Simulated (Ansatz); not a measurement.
# AlSiH (triplet): inputs that go wrong at scale of all distances = 0.874

4 inputs are run for AlSiH (triplet) as typed; the log has to tell whether the result can be used and what must change.

Computed with Ansatz 0.2.0, Gaussian basis. Level: the settings change from run to run.

16 further runs of the same task are left out: 15 that didn't finish, 1 set aside as unsound or not needed.

## 1. What is computed

The geometry derives from a PBE0/def2-TZVP stationary point (not a proven minimum). All distances are scaled together.

3 atoms, charge 0, spin multiplicity 3.

Atoms are counted from 1 here; the program's logs count them from 0.

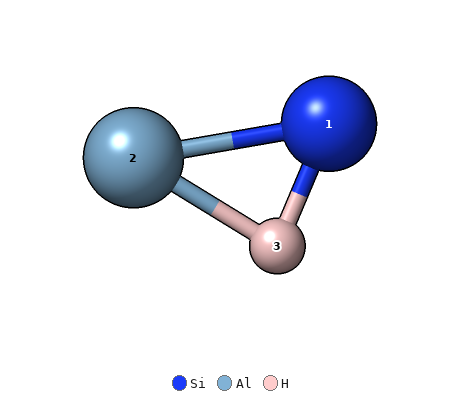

The geometry (silicon blue, aluminium light blue, hydrogen pink); atoms are numbered from 1 in the order of the file.

## 2. Input 1

File in.yaml:

```yaml
crystal:
  periodic: [false, false, false]
  atoms:
    - {symbol: Si, position_ang: [0.000000, -0.031430, 1.018570]}
    - {symbol: Al, position_ang: [0.000000, -0.010307, -1.070544]}
    - {symbol: H, position_ang: [0.000000, 1.151690, 0.275687]}
basis:
  gaussian: {orbitals: "6-31G*", fitting: {mean_field: def2-universal-jkfit}, point_charges: [{charge: 1.00, position_ang: [4.559, 0.774, -0.106]}]}
correlation: {method: fic_mrcisd_q, electrons: valence, active_space: {window: {electrons: 4, orbitals: 4}}}
scf: {omitted_lower_state_checks: [cluster_reference]}
magnetization: {spin_polarized: true, initial_magnetization: 2}
```

Started as:

```
$ ansatz run in.yaml --threads 1 --pin off --events-out ev --progress --plain --max-ram 2393MiB
```

The log of the run:

```text
Error: invalid value for `correlation.active_space`: it starts from restricted Hartree–Fock orbitals; set hamiltonian.xc: hf without magnetization.spin_polarized
```

Wall time 0.03 s (1 thread of Intel Xeon Platinum 8488C, shared host).

What is wrong: The run was refused. An active space is asked on unrestricted orbitals. To mend it, drop spin_polarized: true.

## 3. Input 2

File in.yaml:

```yaml
crystal:
  periodic: [false, false, false]
  atoms:
    - {symbol: Si, position_ang: [0.000000, -0.031430, 1.018570]}
    - {symbol: Al, position_ang: [0.000000, -0.010307, -1.070544]}
    - {symbol: H, position_ang: [0.000000, 1.151690, 0.275687]}
basis:
  gaussian: {orbitals: 6-31G}
magnetization: {spin_polarized: false, initial_magnetization: 2}
hamiltonian: {xc: pbe}
correlation: {active_space: {window: {electrons: 4, orbitals: 4}}}
accuracy: high
```

Same command.

The log of the run:

```text
Error: invalid value for `correlation.active_space`: it starts from restricted Hartree–Fock orbitals; set hamiltonian.xc: hf without magnetization.spin_polarized
```

Wall time 0.03 s (1 thread of Intel Xeon Platinum 8488C, shared host).

**Diagnosis.** The run was refused. An active space is asked on a functional's orbitals. Cure: start from Hartree-Fock.

## 4. Input 3

File in.yaml:

```yaml
crystal:
  periodic: [false, false, false]
  atoms:
    - {symbol: Si, position_ang: [0.000000, -0.031430, 1.018570]}
    - {symbol: Al, position_ang: [0.000000, -0.010307, -1.070544]}
    - {symbol: H, position_ang: [0.000000, 1.151690, 0.275687]}
basis:
  gaussian: {orbitals: def2-SVP}
magnetization: {spin_polarized: true, initial_magnetization: 2}
correlation: {method: ccsd_t, electrons: valence}
scf: {omitted_lower_state_checks: [cluster_reference]}
scf: {max_iter: 3}
```

The command is unchanged.

The log of the run:

```text
Error: YAML parse error: error: line 12 column 1: duplicate mapping key: scf, set DuplicateKeyPolicy in Options if acceptable
  --> <input>:12:1
   |
10 | correlation: {method: ccsd_t, electrons: valence}
11 | scf: {omitted_lower_state_checks: [cluster_reference]}
12 | scf: {max_iter: 3}
   | ^ duplicate mapping key: scf, set DuplicateKeyPolicy in Options if acceptable
```

It took 0.03 s on 1 thread of Intel Xeon Platinum 8488C, shared host.

**Diagnosis.** Nothing was computed: the input was turned down at the start. Its message: «line 12 column 1: duplicate mapping key: scf, set DuplicateKeyPolicy in Options if acceptable» A key or section stands twice in the input, which the reader refuses. What to do: merge the two into one block.

## 5. Input 4

File in.yaml:

```yaml
crystal:
  periodic: [false, false, false]
  atoms:
    - {symbol: Si, position_ang: [0.000000, -0.031430, 1.018570]}
    - {symbol: Al, position_ang: [0.000000, -0.010307, -1.070544]}
    - {symbol: H, position_ang: [0.000000, 1.151690, 0.275687]}
basis:
  gaussian: {orbitals: 6-31G}
magnetization: {spin_polarized: false, initial_magnetization: 2}
correlation: {active_space: {ras: {orbitals: [3, 2, 13], electrons: 5, max_holes: 2, max_particles: 2}, fixed_orbitals: true}}
```

Same command.

The log of the run:

```text
Functional definition: HF
  name "HF"
  cite "Fock, Z. Phys. 61, 126 (1930) doi:10.1007/BF01340294"
  parent pbe
  exchange = exact_x
  correlation = 0
310 factors; integrals over basis functions are off by at most 1.7e-4 eV
mean field evaluation 1: about -14455.1005 eV, gradient 6.4e0 eV
mean field evaluation 2: about -14455.1064 eV, gradient 6.4e0 eV
mean field evaluation 4: about -14455.4421 eV, gradient 1.3e0 eV
mean field evaluation 8: about -14455.4579 eV, gradient 4.5e-3 eV
mean field evaluation 16: about -14455.4471 eV, gradient 2.8e-1 eV
mean field -14455.45793687 eV, -531.2282809187 hartree, gradient 2.8e-6 eV, S^2 2.000000; 2 other end points of the search recorded, 0 dependent functions left out
reference -14455.45793687 eV, -531.2282809187 hartree; 15, 13 occupied and 13, 15 virtual orbitals, 310 factors
Error: 5 electrons in 18 orbitals form no window around the highest filled level of the reference
```

Wall time 0.27 s (1 thread of Intel Xeon Platinum 8488C, shared host).

Diagnosis: The run stopped with an error. The electron count of the restricted space is wrong. Fix: count the correlated electrons again.

## 6. How the runs ended

```tsv
input	level	ended	cause	time
1	MRCISD+Q(4,4)/6-31G*	refused	an active space is asked on unrestricted orbitals	0.03 s
2	CASSCF(4,4)/6-31G	refused	an active space is asked on a functional's orbitals	0.03 s
3	CCSD(T) on UHF/def2-SVP	refused	a key or section stands twice in the input, which the reader refuses	0.03 s
4	CISD/6-31G	stopped by an error	the electron count of the restricted space is wrong	0.27 s
```

3 refused, 1 stopped by an error.
